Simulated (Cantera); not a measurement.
Charge: 1 mol C2H6, 1.9 mol H2, held at 1330 Pa.

Method: chemical equilibrium by Gibbs-energy minimisation in Cantera with the NASA 1993 tables (ideal gas, pure condensed phases). Candidate condensed phases: C, C6H6, C7H8, C8H18; 76 gas species. Equilibrium is a limit: real reactors are often held back by kinetics, nucleation or transport.

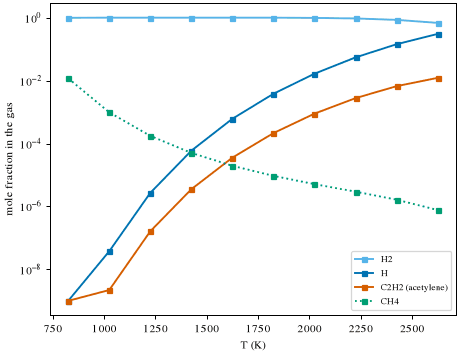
Figure: Equilibrium gas composition (values under 1e-9 drawn at 1e-9)

From 825 K to 2625 K the condensed part is C(graphite). The main C-bearing gas is CH4 at 825 K and C2H2 (acetylene) at 2625 K.
